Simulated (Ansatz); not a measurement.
CH₇NSi₂

```tsv
atom	x (Å)	y (Å)	z (Å)
N	-1.3665	1.3245	-0.6171
Si	0.2096	0.7715	-0.2406
C	0.3428	-0.4764	1.1672
Si	0.7083	-1.4053	-0.4571
H	-1.6885	1.3249	-1.5700
H	-1.8126	2.0456	-0.0731
H	1.3009	1.7817	-0.2279
H	-0.5847	-0.7564	1.6636
H	1.1598	-0.3654	1.8770
H	2.0981	-1.8898	-0.6391
H	-0.3021	-2.4118	-0.8621
```

Geometry: PBE0-D4/def2-TZVP.

Theory: Ansatz, RKS PBE0-D4/def2-TZVPP.

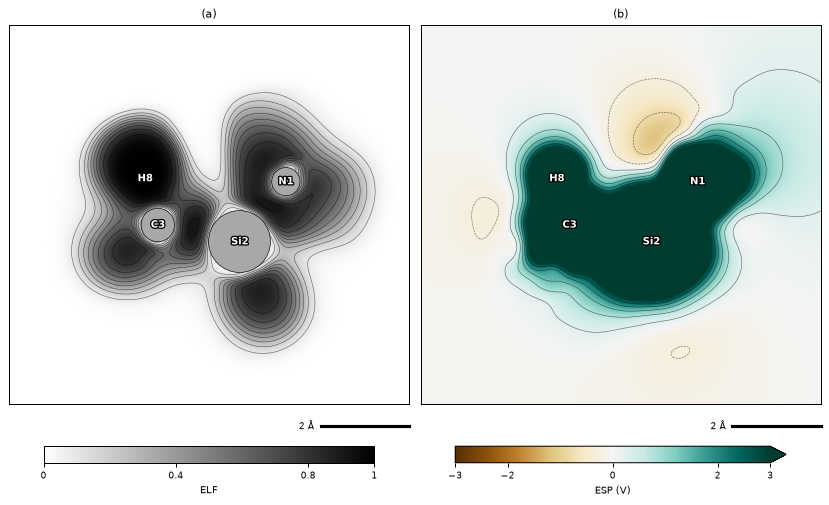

Figure 1. (a) electron localisation function; (b) electrostatic potential on the plane of atoms N1, Si2 and C3. Grey discs cover the atomic cores in the ELF map.

> Describe what can be read from this map.

The plane passes through N, Si, C and H nuclei.
Si–N (1.71 Å): the ELF peaks at about 0.90 between the atoms, as expected for a polar covalent bond.
C–Si (1.89 Å): the ELF peaks at about 0.90 between the atoms, as expected for localised, covalent bonding.
C–H (1.09 Å): the ELF climbs to about 1 towards the hydrogen, as it does in any bond to H: an ordinary covalent bond to hydrogen.
The ELF also peaks beside N1, away from the bonds: lone-pair regions.
Outside the dense part of the molecule the potential is most negative (−1.2 V) near N1.

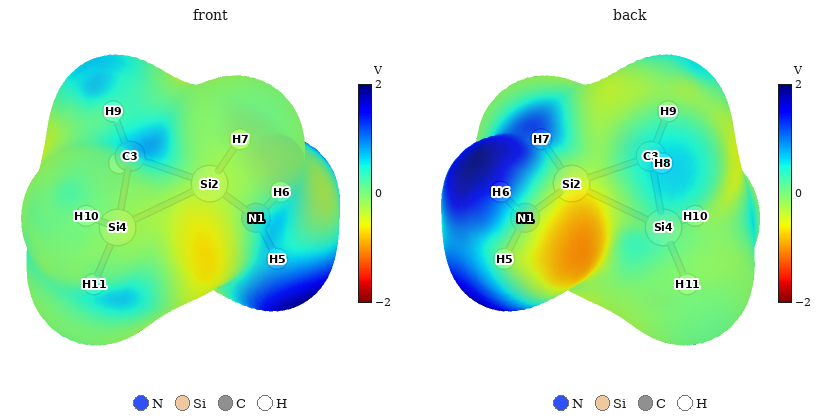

Figure 2. The molecular electrostatic potential painted on the density surface at 0.002 e/bohr³, seen from the front and from behind; the colour scale runs from red (negative) to blue (positive).

> Where is the surface potential most negative and most positive?

The most negative region (about −1.0 V) lies over N1, the most positive (about +1.9 V) over H5 and H6. N1 is the likeliest acceptor of a hydrogen bond.

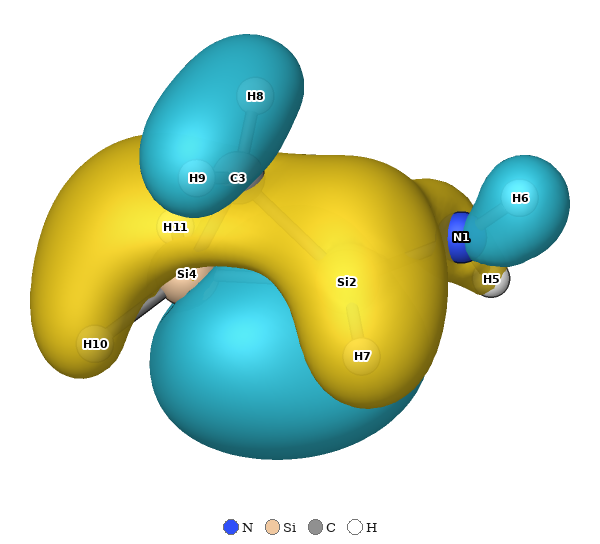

Figure 3. The HOMO at ±0.06 Å⁻³ᐟ² (yellow and cyan are the two phases), seen from one side.

> What is the character of this orbital?

Its weight (Hirshfeld) is mainly on Si4 (about 40 %), Si2 (about 35 %) and C3 (about 10 %). Its energy is −6.45 eV.
